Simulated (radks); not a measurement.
Atomic silver (Ag); electrons: [Kr] 4d10 5s1. Computed with the in-house radial solver radks: scalar-relativistic Kohn-Sham, HCTH/407, spin-unpolarised, spherical densities, finite nucleus.

```
Z 47
configuration [Kr] 4d10 5s1 5p0 6s0 4f0 5d0
relativity scalar-relativistic
functional hcth_407
spin unpolarised
nucleus finite rms 4.5454 fm
c 137.035999084
```

The run was one of a batch (task.json lists them), launched with:
```bash
python run_ks.py task.json out
```

Wanted: the number of electrons inside radius r (solid) and the radial density 4πr²ρ (dashed).

The count levels off at 47 electrons. Half of them lie within 0.414 bohr, 90 % within 1.55 bohr and 99 % within 3.56 bohr. The radial density has minima at 0.0431, 0.188 and 0.644 bohr, where the count stands at 2.0, 11.1 and 29.0; these part the shells that the density resolves.

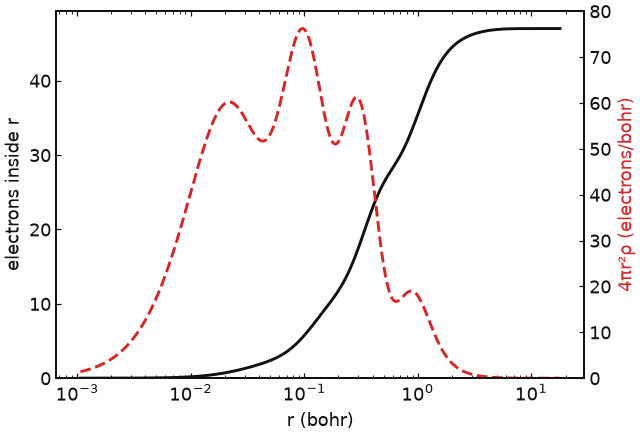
